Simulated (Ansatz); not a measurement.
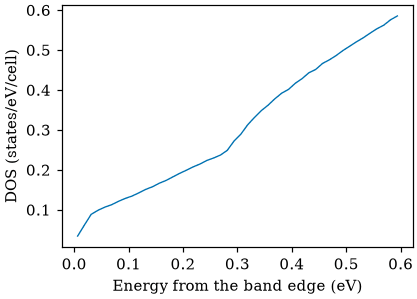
Figure. Density of states of GaP (F-43m) above the conduction band minimum, HSE06, rigid bands in Ansatz (a program for electronic structure); cell volume 40.2 Å³.

Task: What effective density of states at 300 K does this give (∫ g(E) exp(−E/k_BT) dE, both spins, divided by the cell's size)?

Result: 4.2e19 cm⁻³, a density-of-states mass of 1.42 mₑ, valleys and band degeneracy included.

Spin-orbit coupling is left out. Geometry: cell and atoms relaxed with PBEsol.
